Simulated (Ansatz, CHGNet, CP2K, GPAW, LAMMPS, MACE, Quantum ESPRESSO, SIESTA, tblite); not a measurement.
# GPAW runs on Zn40S29Se11 with crystalline order left by the classical run (80 atoms), part 2 of 2

Aim: run Zn40S29Se11 with crystalline order left by the classical run (80 atoms) in GPAW and see how near its forces come to a plane-wave reference, and at what cost.

Program: GPAW 26.7.0; the method stands at each step. Banners, paths, timers and routine set-up lines are dropped from the logs unmarked, and long logs keep their key lines alone; longer cuts are marked.

So far. Step 3 (PBE, plane waves 550 eV): The run ends at a pressure of 1.07 GPa, with forces up to 2.3 eV/Å. Step 4 (RPBE, LCAO dzp, h 0.2 Å): Against the first run (7.9 %), the force difference from the reference is 15 %, at 1.0 times the CPU time; the model has changed, so this is no error of the program alone.

## Step 5: PBE, LCAO dzp, h 0.16 Å

Method: Kohn-Sham DFT, PBE, PAW, atomic orbitals (dzp).

Input file run.py:

```python
import numpy as np
from ase.io import read
from gpaw import GPAW, FermiDirac

atoms = read("structure.xyz")
atoms.calc = GPAW(
    mode="lcao",
    basis="dzp",
    h=0.16,
    xc="PBE",
    kpts={"size": (1, 1, 1), "gamma": True},
    occupations=FermiDirac(0.05),
    maxiter=200,
    symmetry={"point_group": False},
    txt="gpaw.txt",
)
energy = atoms.get_potential_energy(force_consistent=True)
forces = atoms.get_forces()
print(f"energy {energy:.6f} eV")
print("forces (eV/A)")
for i, (a, f) in enumerate(zip(atoms, forces)):
    print(f"{i:4d} {a.symbol:2s} {f[0]:10.5f} {f[1]:10.5f} {f[2]:10.5f}")
print(f"Fermi level {atoms.calc.get_fermi_level():.4f} eV")
for k in range(len(atoms.calc.get_ibz_k_points())):
    for s in range(atoms.calc.get_number_of_spins()):
        e = atoms.calc.get_eigenvalues(kpt=k, spin=s)
        n = np.searchsorted(e, atoms.calc.get_fermi_level())
        print(f"k {k} spin {s} levels about the Fermi level:", np.round(e[max(n - 6, 0):n], 4).tolist(), "|", np.round(e[n:n + 6], 4).tolist())
```

Input file structure.xyz:

```xyz
80
Lattice="11.84320 0.00000 0.00000 0.00000 11.84320 0.00000 0.00000 0.00000 11.84320" Properties=species:S:1:pos:R:3 pbc="T T T"
[... 80 atom lines left out: the same atoms as in the first run ...]
```

Run with:

```sh
> OMP_NUM_THREADS=1 python run.py > output.txt
```

The program printed:

```text
energy -236.308508 eV
forces (eV/A)
   0 Zn    0.24466    0.42500   -0.46044
   1 Zn    0.13973   -0.39440    0.13314
   2 Zn    0.63318    0.76584    0.47044
   3 Zn    1.51460    0.22947   -0.07892
   4 Zn   -0.00909   -0.30605   -0.18102
   5 Zn   -0.27928    0.30563   -0.26616
   6 Zn   -0.38493   -0.74942    0.07476
   7 Zn   -0.05967   -0.03550   -0.00718
   8 Zn    0.19474   -0.44349   -0.38138
   9 Zn    0.44525    0.06339    0.17401
  10 Zn   -0.18908    0.30334    0.36683
  11 Zn    0.12507   -0.39032   -0.06371
  12 Zn   -0.21423    0.33220   -0.20896
  13 Zn   -0.05567   -0.56115   -0.08896
  14 Zn   -0.06755   -0.22421   -0.56726
  15 Zn   -0.48867    0.34848   -0.13673
  16 Zn   -0.28429    0.19972    0.07373
  17 Zn   -0.03644    0.20118    0.22918
  18 Zn   -0.31301    0.04220   -0.77534
  19 Zn    0.05766    0.04146   -0.71651
  20 Zn   -0.23969   -0.99171    0.09647
  21 Zn   -0.27161   -0.37097   -0.06450
  22 Zn    0.20073    0.05841   -0.46344
  23 Zn    0.82437   -0.04638    1.12555
[...]
72 Se   -0.00696   -0.92591    0.14418
  73 Se   -0.66501   -0.64703   -0.38644
  74 Se    0.51486    0.26967   -0.24603
  75 Se    0.04402    0.32391    0.20471
  76 Se   -0.17713    1.00061    0.12359
  77 Se   -0.53127    0.08690    0.07986
  78 Se    0.21875   -0.00407   -0.09748
  79 Se   -0.29521    0.24737    0.06759
Fermi level 5.0778 eV
k 0 spin 0 levels about the Fermi level: [3.6928, 3.7253, 4.1414, 4.2797, 4.622, 4.9638] | [5.1917, 5.77, 5.8946, 6.3955, 6.6768, 6.7174]
```

gpaw.txt:

```text
Input parameters:
  mode=LCAO(),
  basis={'default': 'dzp'},
  h=0.16,
  kpts=MonkhorstPack(size=(1, 1, 1), gamma=True),
  maxiter=200,
  occupations=Occupations(name='fermi-dirac', width=0.05, fixmagmom=False),
  symmetry=Symmetry(point_group=False),
  xc=XC(name='PBE')
Unit cell  # Å
| periodic |         x |         y |         z |   lengths |    angles |
[... lines left out ...]
  Fermi-Dirac:
[... lines left out ...]
convergence criteria:
- Maximum [total energy] change in last 3 cyles: 0.0005 eV / valence electron
[... lines left out ...]
Converged in 12 steps
[... lines left out ...]
  Free energy:    -236.308508
  Extrapolated:   -236.277538
dipole moment: (90.659758, -66.888912, -22.754242)  # |e|*Ang
Fermi level: 5.078
Eigenvalues  # (at kpt = [0.000, 0.000, 0.000])
| band index |      eig [eV] | occ [0-2] |
|------------|---------------|-----------|
|          0 |       -10.745 |     2.000 |
|        ... |               |           |
|        352 |         3.188 |     2.000 |
|        353 |         3.363 |     2.000 |
[...]
|        367 |         7.041 |     0.000 |
|        ... |               |           |
|        435 |        10.232 |     0.000 |
Gap: 0.228 eV
Transition (v -> c):
  (s=0, k=0, n=359, [0.00, 0.00, 0.00]) -> (s=0, k=0, n=360, [0.00, 0.00, 0.00])
No difference between direct/indirect transitions
Force computation time: 73.093  # s
timing:  # [seconds]
  Total:  425.553  # ━━━━━━━━━━━━━━━━━━━━━━━━━━━━━━━━━━━━━━━━━━━━━━━━━━━━━━━━
  Init:    15.972  # ━━
  SCF:    336.457  # ━━━━━━━━━━━━━━━━━━━━━━━━━━━━━━━━━━━━━━━━━━━━╸
  Forces:  73.093  # ━━━━━━━━━╸
```

Run time: 7.1 min. Hardware: 1 thread of Arm Neoverse V2, shared host; peak memory 3.8 GiB.

Compared with the plane-wave run:

| Item | Value |
| --- | --- |
| r.m.s. force component | 0.4308 eV/Å |
| r.m.s. difference of force components | 32.66 meV/Å |
| longest difference of force vectors | 275.7 meV/Å |
| force difference over r.m.s. force | 7.756 % |
| slope of forces against the reference's | 1.02 |
| correlation of force components | 0.9973 |
| gap (highest filled to lowest empty level) | 0.2279 eV |
| energy less the same-level run's | -18.12 meV/atom |
| r.m.s. force difference from the same-level run | 17.66 meV/Å |

Against the first run (7.9 %), the force difference from the reference is 7.8 %, at 1.8 times the CPU time.

## Step 6: The ladder

Differences are against the plane-wave reference, forces as r.m.s. over components; share is that over the reference's r.m.s. force, slope the least-squares factor from reference forces to these. Total energies of different programs have different zeros and aren't compared.

```
                         run  Δ force, r.m.s. (meV/Å)  share (%)  slope  Δ pressure (GPa)  cores  CPU time  memory (GiB)
                   reference                        -          -      -                 -      4    24 min           4.5
 GPAW PBE, LCAO dzp, h 0.2 Å                     33.2       7.88  1.020                 -      1     4 min           2.0
GPAW PBE, plane waves 550 eV                     6.00       1.43  1.008             0.138      4    16 min           3.2
GPAW RPBE, LCAO dzp, h 0.2 Å                     62.1       14.8  1.017                 -      1   4.2 min           2.0
GPAW PBE, LCAO dzp, h 0.16 Å                     32.7       7.76  1.020                 -      1   7.1 min           3.8
```

CPU time is summed over cores on a shared host, where runs went side by side, so it is rough. Symmetry, cutoffs, thresholds, outputs and thread counts weren't matched or tuned between programs; memory under MPI is the largest rank's times the ranks.

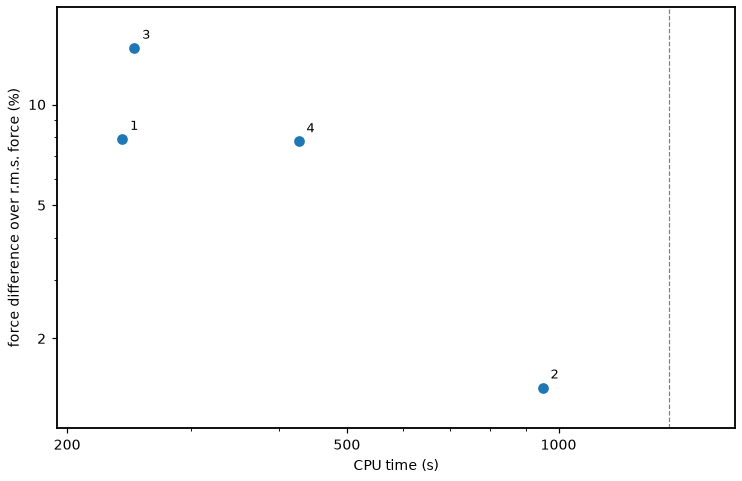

Force difference against CPU time; the dashed line marks the reference's time. Points: 1 GPAW PBE, LCAO dzp, h 0.2 Å; 2 GPAW PBE, plane waves 550 eV; 3 GPAW RPBE, LCAO dzp, h 0.2 Å; 4 GPAW PBE, LCAO dzp, h 0.16 Å.

Within one program, basis, potentials and functional, energies share a zero. Each run against its twin at the usual cutoff or grid and solver:

```
                         run               twin  Δ energy (meV/atom)  Δ force, r.m.s. (meV/Å)  CPU time over the twin's
GPAW PBE, LCAO dzp, h 0.16 Å  LCAO dzp, h 0.2 Å                -18.1                     17.7                       1.8
```

## Step 7: Outcome

```yaml
nearest_in_forces: GPAW PBE, plane waves 550 eV, 1.4 %
its_cpu_time: 16 min
```

**Reading.** PBE on plane waves or a grid with other potentials, cutoffs or grids differs from the reference by 1.4 % (GPAW PBE, plane waves 550 eV) of the r.m.s. force; this holds the reference's own error, so differences of a few per cent don't tell which side is nearer the exact PBE result. The PBE runs in local orbitals differ by 7.8 % (GPAW PBE, LCAO dzp, h 0.16 Å) to 7.9 % (GPAW PBE, LCAO dzp, h 0.2 Å); basis, grid and potentials can all enter. Rows with another functional or a dispersion term differ by 15 % (GPAW RPBE, LCAO dzp, h 0.2 Å), which mixes the change of model with differences of basis and potentials. Of the electronic-structure runs that take under half the reference's CPU time, GPAW PBE, LCAO dzp, h 0.16 Å is among the nearest, at 7.8 % in 7.1 min against 24 min. The potentials hold different valence shells: 1040 electrons in the reference, 720 in GPAW; this bears on time and differences. The reference's pressure holds the uncorrected Pulay stress of its 45 Ry basis, so small pressure differences, and their order, may be the reference's own error. The quench rate of 4 K/ps is many orders above laboratory rates, so the cell is likely richer in defects and strain than a real sample. The network of bonds at the start is that of the classical potential that made the cell, and needn't be the one that DFT or experiment would give. The electronic-structure runs sample only Γ, in a cell whose shortest periodic width is 12 Å.

[Also dropped from logs without a mark: logging warnings of Python, and SIESTA's first energy breakdown and zero terms.]

[Logs are printed without paths, hosts, clocks, repeated set-up lines and the standing remarks that a program may print on its own settings, such as how far it seeks lower states.]

[Hosts, paths, dates, database ids (printed as entryN), source tags and the programs' standing remarks are cut or masked in the printed files.]
